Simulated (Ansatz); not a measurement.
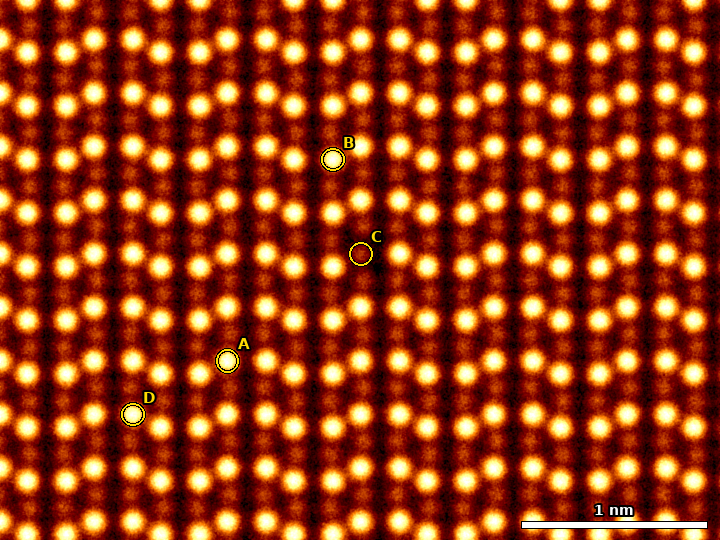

Dark-field STEM-like image of AlGa (Pnma, No. 62) along [011]. Simulated incoherent Z contrast: every atom adds Z^1.7 spread by a probe of 0.90 Å full width; channelling and multiple scattering are left out. The probe carries 25 % of its weight in a tail 2.5 times as wide. The display is stretched by a gamma of 0.65; percentages refer to the linear signal. Shot noise was added.

The sample is 1 repeat (6.3 Å) thick. One point defect was put into the perfect crystal, without relaxing the atoms around it. Brightness is counted from the darkest point of the image. Host structure: coordinates from a relaxation (final pressure about 7.6 GPa) with DFT, PAW plane waves, pbe in Ansatz; the starting structure was generated, so it need not be a known form of this composition.

**Which ringed column holds the defect, and does it scatter more or less than its equals?**

C; it scatters less. The column holds 1 atom (Ga) through the sample, and one Ga site holds Al (an antisite), so its peak drops to about 20 % of that of its equals.
